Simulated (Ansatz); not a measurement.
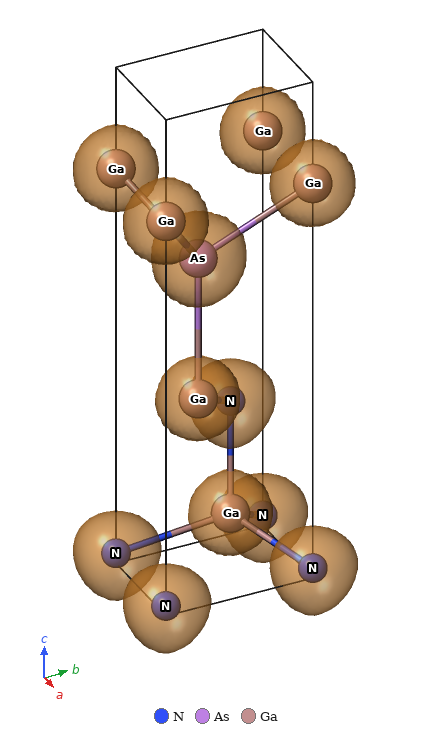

*Ga3AsN2. Isosurface of the valence pseudo-density at 1 e/Å³ (orange), seen slightly off an axis. Sticks mark near contacts.*

Space group P3m1; started from the ordered alloy on zincblende lattice prototype, which need not be the ambient phase.

The calculation used DFT, HSE06, plane waves, PAW (Ansatz).

In a PAW calculation such maps are meaningful between the atoms, not at the nuclei.

> What does this surface tell about the bonding?

At this value the density breaks into separate islands; it holds about 70 % of the electrons treated as valence (semicore included). It bridges none of the near contacts. It is pinched off along the shortest Ga–N (1.94 Å), Ga–As (2.30 Å), Ga–N (2.06 Å) and Ga–As (2.44 Å) contacts. On the grid the lowest density along these lines, outside the cores, is 0.74 e/Å³ (Ga–N, 1.94 Å), 0.6 e/Å³ (Ga–As, 2.30 Å), 0.58 e/Å³ (Ga–N, 2.06 Å) and 0.45 e/Å³ (Ga–As, 2.44 Å).
